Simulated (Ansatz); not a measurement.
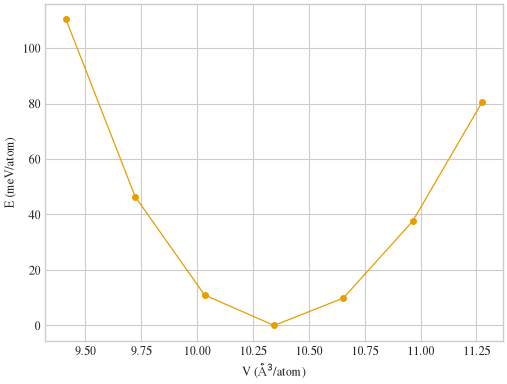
BW in space group Cmcm (No. 63; B on 4c, W on 4c) under volume change, plane-wave PAW r²SCAN (Ansatz code), shape and atoms relaxed at each volume.

Q: What does a third-order Birch–Murnaghan fit give for V₀, B₀ and B′?

A: V₀ = 10.35 Å³/atom, B₀ = 358 GPa, B′ = 4.2.

The first step of the workflow began from a Materials Project structure, measured or hypothetical; the Crystallography Open Database copy checked does not list it. COD files the formula under space group No. 141. Whether it is the stable phase at ambient conditions was not checked. The cell was relaxed with r²SCAN under the symmetry of its start; its stability against distortions is not shown here. The run is not spin-polarised. Spin–orbit coupling is left out wherever it is not named.

Potentials: the later of the program's two PAW sets.
